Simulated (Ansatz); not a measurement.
**One shape, several levels: SiH4O2 (SMILES O[SiH2]O)**

Aim: a comparison of 6 runs (HF/6-31G*, HF/def2-SVP, B3LYP/6-31G*, PBE0/def2-SVP, PBE/cc-pVTZ) of SiH4O2. 

The calculation is run with Ansatz 0.2.0.

10 further runs of the same task are left out: 2 that didn't finish, 8 set aside as unsound or not needed. Runs told in other sessions of the task aren't counted.

## 1. The molecule

SiH4O2 has 7 atoms, charge 0, and is taken as a singlet. As SMILES, `O[SiH2]O`. Geometry: relaxed at PBE0-D4/def2-TZVP. This is one conformer, not always the lowest.

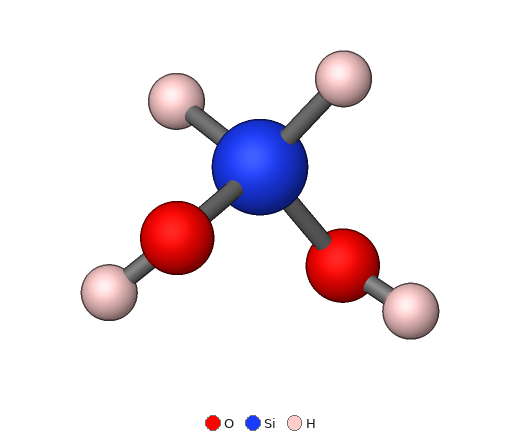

The structure, seen from a chosen angle (oxygen red, silicon blue, hydrogen pink).

## 2. Energy and forces at HF/6-31G(d) (spherical functions) (run 1)

molecule.yaml

```yaml
crystal:
  periodic: [false, false, false]
  atoms:
    - {symbol: O, position_ang: [-1.385150, -0.243860, -0.354380]}
    - {symbol: Si, position_ang: [0.051410, 0.422210, 0.079240]}
    - {symbol: O, position_ang: [1.274030, -0.668570, 0.183160]}
    - {symbol: H, position_ang: [-1.456660, -0.615580, -1.234790]}
    - {symbol: H, position_ang: [0.526670, 1.393040, -0.933360]}
    - {symbol: H, position_ang: [-0.229300, 1.048860, 1.391580]}
    - {symbol: H, position_ang: [1.219010, -1.336090, 0.868560]}
basis:
  gaussian: {orbitals: 6-31G_st_-spherical.json}
output: {forces: true, orbitals: {seedname: orbitals}}
accuracy: high
hamiltonian: {xc: hf}
```

The basis set 6-31G* is read from a file made from the Basis Set Exchange's data (not shown).

The run is started by

```console
$ ansatz run molecule.yaml --threads 1 --pin off --max-ram 3480MiB --events-out events.jsonl --progress --plain --runs-dir runs
```

What it wrote:

```text
Warning: RAYON_NUM_THREADS=1 ignored (pool sized by the plan → 1); use --threads N
Functional definition: HF
  name "HF"
  exchange = exact_x
  correlation = 0
1189 factors; integrals over basis functions are off by at most 3.2e-9 eV
mean field evaluation 1: about -11998.0682 eV, gradient 4.1e1 eV
mean field evaluation 2: about -11998.1376 eV, gradient 4.2e1 eV
mean field evaluation 4: about -12001.4031 eV, gradient 2.3e0 eV
mean field evaluation 8: about -12001.4283 eV, gradient 6.3e-2 eV
mean field -12001.42834742 eV, -441.0443569075 hartree, gradient 3.9e-8 eV, S^2 0.000000; 0 other end points of the search recorded, 0 dependent functions left out
the calculation of the forces begins
reference -12001.42834742 eV, -441.0443569075 hartree; 17, 17 occupied and 37, 37 virtual orbitals, 1189 factors
Total energy: -12001.42834742 eV, -441.0443569075 hartree
Atom 0 at    -1.385150    -0.243860    -0.354380 Å, force    -0.026477    -0.296365    -0.645853 eV/Å
Atom 1 at     0.051410     0.422210     0.079240 Å, force     0.051899     0.424369     0.079309 eV/Å
Atom 2 at     1.274030    -0.668570     0.183160 Å, force    -0.071267    -0.504428     0.495111 eV/Å
Atom 3 at    -1.456660    -0.615580    -1.234790 Å, force     0.017635     0.217425     0.564523 eV/Å
Atom 4 at     0.526670     1.393040    -0.933360 Å, force    -0.141643    -0.146285     0.191925 eV/Å
Atom 5 at    -0.229300     1.048860     1.391580 Å, force     0.112023    -0.096677    -0.237380 eV/Å
Atom 6 at     1.219010    -1.336090     0.868560 Å, force     0.057831     0.401962    -0.447635 eV/Å
Dipole moment:    -0.025724    -0.211241    -0.039613 e Å
```

It took 2.6 s on 1 thread of Intel Xeon Platinum 8488C (Sapphire Rapids), shared host; peak memory 0.13 GiB.

## 3. Energy and forces at HF/def2-SVP (run 2)

in.yaml

```yaml
crystal:
  periodic: [false, false, false]
  atoms:
    - {symbol: O, position_ang: [-1.385150, -0.243860, -0.354380]}
    - {symbol: Si, position_ang: [0.051410, 0.422210, 0.079240]}
    - {symbol: O, position_ang: [1.274030, -0.668570, 0.183160]}
    - {symbol: H, position_ang: [-1.456660, -0.615580, -1.234790]}
    - {symbol: H, position_ang: [0.526670, 1.393040, -0.933360]}
    - {symbol: H, position_ang: [-0.229300, 1.048860, 1.391580]}
    - {symbol: H, position_ang: [1.219010, -1.336090, 0.868560]}
basis:
  gaussian:
    orbitals: def2-SVP
accuracy: high
output:
  forces: true
  orbitals: {seedname: orbitals}
hamiltonian:
  xc: hf
```

The run is started by

```console
$ ansatz run in.yaml --threads 1 --pin off --max-ram 3480MiB --events-out events.jsonl --progress --plain --runs-dir runs
```

What it wrote, cut to the lines that bear on the results:

```text
Warning: RAYON_NUM_THREADS=1 ignored (pool sized by the plan → 1); use --threads N
[... 2 set-up lines as earlier in the session ...]
[...]
1398 factors; integrals over basis functions are off by at most 3.6e-9 eV
[...]
mean field -11996.46315746 eV, -440.8618895420 hartree, gradient 5.4e-9 eV, S^2 0.000000; 0 other end points of the search recorded, 0 dependent functions left out
[...]
reference -11996.46315746 eV, -440.8618895420 hartree; 17, 17 occupied and 49, 49 virtual orbitals, 1398 factors
Total energy: -11996.46315746 eV, -440.8618895420 hartree
Atom 0 at    -1.385150    -0.243860    -0.354380 Å, force    -0.073193    -0.455547    -0.916011 eV/Å
Atom 1 at     0.051410     0.422210     0.079240 Å, force     0.066341     0.542964     0.101580 eV/Å
Atom 2 at     1.274030    -0.668570     0.183160 Å, force    -0.074541    -0.755813     0.688209 eV/Å
Atom 3 at    -1.456660    -0.615580    -1.234790 Å, force    -0.034410     0.273123     0.736491 eV/Å
Atom 4 at     0.526670     1.393040    -0.933360 Å, force    -0.128218    -0.062347     0.117831 eV/Å
Atom 5 at    -0.229300     1.048860     1.391580 Å, force     0.115223    -0.044108    -0.137680 eV/Å
Atom 6 at     1.219010    -1.336090     0.868560 Å, force     0.128799     0.501730    -0.590420 eV/Å
Dipole moment:    -0.026122    -0.214499    -0.040225 e Å
```

It took 2.3 s on 1 thread of Intel Xeon Platinum 8488C (Sapphire Rapids), shared host; peak memory 0.15 GiB.

Runs 3 to 5 aren't shown in full; the table further down has their settings and results.

## 4. Energy and gradient at PBE/cc-pVTZ (run 6)

Edit in.yaml of step 3 so:

```diff
@@ -12,3 +12,8 @@
   gaussian:
-    orbitals: def2-SVP
+    orbitals: cc-pVTZ
+magnetization:
+  spin_polarized: false
+  initial_magnetization: 0
+hamiltonian:
+  xc: pbe
 accuracy: high
@@ -17,3 +22 @@
   orbitals: {seedname: orbitals}
-hamiltonian:
-  xc: hf
```

The run is started by

```console
$ ansatz run in.yaml --threads 1 --pin off --max-ram 3480MiB --events-out events.jsonl --progress --plain --runs-dir runs
```

What it wrote, cut to the lines that bear on the results:

```text
Warning: RAYON_NUM_THREADS=1 ignored (pool sized by the plan → 1); use --threads N
Functional definition: PBE
  name "PBE"
[...]
2619 factors; integrals over basis functions are off by at most 3.6e-9 eV
[...]
mean field -12032.60998025 eV, -442.1902607783 hartree, gradient 8.1e-8 eV, S^2 0.000000; 0 other end points of the search recorded, 0 dependent functions left out
[...]
reference -12032.60998375 eV, -442.1902609069 hartree; 17, 17 occupied and 133, 133 virtual orbitals, 2619 factors
Total energy: -12032.60998375 eV, -442.1902609069 hartree
Atom 0 at    -1.385150    -0.243860    -0.354380 Å, force    -0.693697    -0.109305     0.262206 eV/Å
Atom 1 at     0.051410     0.422210     0.079240 Å, force     0.060773     0.497346     0.093076 eV/Å
Atom 2 at     1.274030    -0.668570     0.183160 Å, force     0.660001    -0.165441    -0.314296 eV/Å
Atom 3 at    -1.456660    -0.615580    -1.234790 Å, force    -0.026443    -0.173189    -0.432833 eV/Å
Atom 4 at     0.526670     1.393040    -0.933360 Å, force     0.109860     0.155211    -0.146600 eV/Å
Atom 5 at    -0.229300     1.048860     1.391580 Å, force    -0.077171     0.113456     0.197131 eV/Å
Atom 6 at     1.219010    -1.336090     0.868560 Å, force    -0.033322    -0.318078     0.341316 eV/Å
Dipole moment:    -0.028190    -0.231487    -0.043419 e Å
```

Wall time 12 s (1 thread of Intel Xeon Platinum 8488C (Sapphire Rapids), shared host); peak memory 0.49 GiB.

## 5. Overview of the runs

```tsv
run	level	Cartesian functions	energy (Eh)	dipole moment (D)	HOMO energy (eV)	LUMO energy (eV)	wall time
1	HF/6-31G* (spherical functions)	no	-441.044357	1.04	-12.47	4.57	2.6 s
2	HF/def2-SVP	no	-440.861890	1.06	-12.47	4.54	2.3 s
3	B3LYP/6-31G* (spherical functions)	no	-442.411079	1.16	-8.42	1.01	4.8 s
4	B3LYP/6-31G* (Cartesian functions)	yes	-442.415611	1.15	-8.42	0.95	6.6 s
5	PBE0/def2-SVP	no	-441.927052	1.19	-8.70	1.30	4.5 s
6	PBE/cc-pVTZ	no	-442.190261	1.14	-7.30	-0.18	12 s
```

## 6. Outcome

| quantity | value |
| --- | --- |
| run 6: total energy | -442.19026 Eh |
| run 6: dipole moment | 1.14 D |
| run 6: HOMO energy | -7.30 eV |
| run 6: LUMO energy | -0.18 eV |
| run 6: HOMO–LUMO gap | 7.12 eV |
| run 6: largest force on an atom | 0.750 eV/Å |

In words: The dipole moment (its size) runs from 1.04 D (HF/6-31G*) to 1.19 D (PBE0/def2-SVP). The two ends differ in method and basis. The HOMO–LUMO gap runs from 7.12 eV (PBE/cc-pVTZ) to 17.05 eV (HF/6-31G*). Totals of different functionals can't be ranked against each other. All runs together took 33 s, the longest 12 s.
